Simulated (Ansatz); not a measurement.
```xyz
10

B    -1.5619    1.3452    0.6432
O    -0.2923    1.0257    0.3369
Si    0.3596   -0.1107   -0.6915
B     1.5546   -1.4162    0.2415
H    -2.4751    0.7531    0.1263
H    -1.7484    2.2239    1.4378
H    -0.7472   -0.8405   -1.3786
H     1.1392    0.6340   -1.7193
H     2.1080   -2.2506   -0.4139
H     1.7466   -1.4152    1.4204
```

Geometry: PBE0-D4/def2-TZVP.

All numbers below come from RKS PBE0-D4/def2-TZVPP (Ansatz).

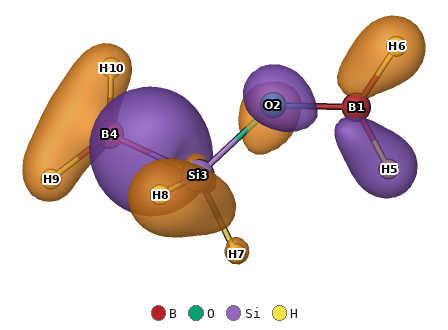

B2H6OSi. The HOMO−1 at ±0.15 Å⁻³ᐟ² (orange and purple are the two phases), seen at a tilt.

What is the character of this orbital?

Answer. It lies mainly on B4 (about 25 %), Si3 (about 25 %), O2 (about 10 %), B1 (about 10 %) and H8 (about 5 %). Its energy is −8.46 eV.
